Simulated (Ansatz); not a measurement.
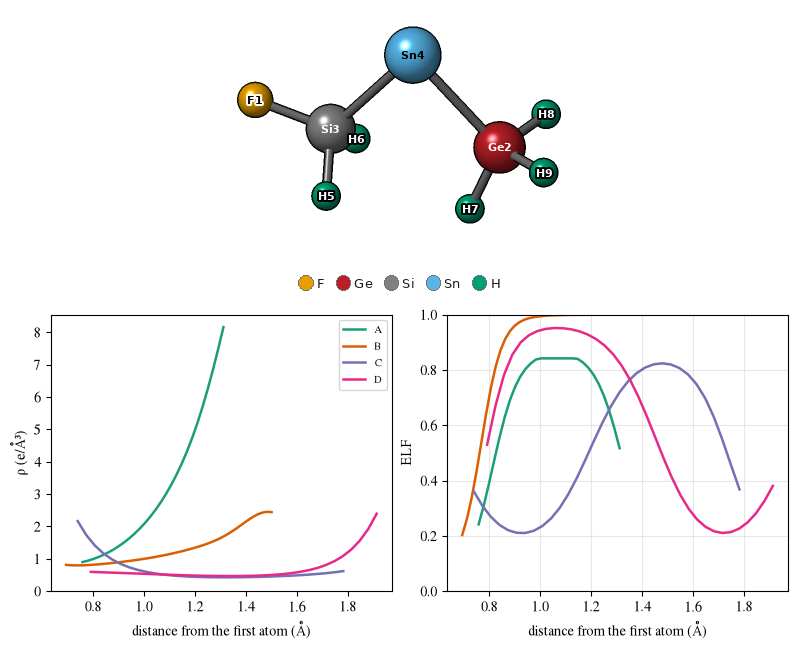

The picture shows: FGeH$_{5}$SiSn. Electron density and electron localisation function along straight lines between neighbouring atoms. The curves leave out the atomic cores. The structure is drawn too.

Geometry: r2SCAN-D4/def2-SVP; core potentials replace the inner electrons of Sn.

The calculation used isolated molecule in a Gaussian basis; Kohn-Sham density functional theory, functional PBE0 (Ansatz 0.2.0).

```json
{"atom": "F", "x (Å)": "-3.9226", "y (Å)": "2.0413", "z (Å)": "0.8535"}
{"atom": "Ge", "x (Å)": "0.9793", "y (Å)": "0.8120", "z (Å)": "0.3434"}
{"atom": "Si", "x (Å)": "-2.4273", "y (Å)": "1.3722", "z (Å)": "0.7874"}
{"atom": "Sn", "x (Å)": "-0.4504", "y (Å)": "3.0874", "z (Å)": "0.4540"}
{"atom": "H", "x (Å)": "-2.2173", "y (Å)": "0.6317", "z (Å)": "2.0762"}
{"atom": "H", "x (Å)": "-2.4525", "y (Å)": "0.3538", "z (Å)": "-0.3141"}
{"atom": "H", "x (Å)": "0.2327", "y (Å)": "-0.4854", "z (Å)": "0.7258"}
{"atom": "H", "x (Å)": "1.4516", "y (Å)": "0.6340", "z (Å)": "-1.1166"}
{"atom": "H", "x (Å)": "2.2498", "y (Å)": "0.8825", "z (Å)": "1.2135"}
```

Question: Which curve belongs to which contact (Si–F, Si–H, Si–Sn and Sn–Ge)? The first atom named is at distance zero.

Answer: Curve A: Si–F (1.64 Å): the density is about 1 e/Å³ at the midpoint; the ELF peaks at about 0.85 in the valence shell of F, 0.6 Å from its nucleus, and is about 0.45 at the midpoint. Curve B: Si–H (1.50 Å): ρ at the midpoint is about 0.8 e/Å³; the ELF climbs to about 1 towards the hydrogen, as it does in any bond to H. Curve C: Sn–Ge (2.69 Å): the density is about 0.43 e/Å³ at the midpoint; the ELF peaks at about 0.80 between the atoms (a covalent bond). Curve D: Si–Sn (2.64 Å): the density is about 0.47 e/Å³ at the midpoint; the ELF peaks at about 0.95 between the atoms: a shared electron pair.
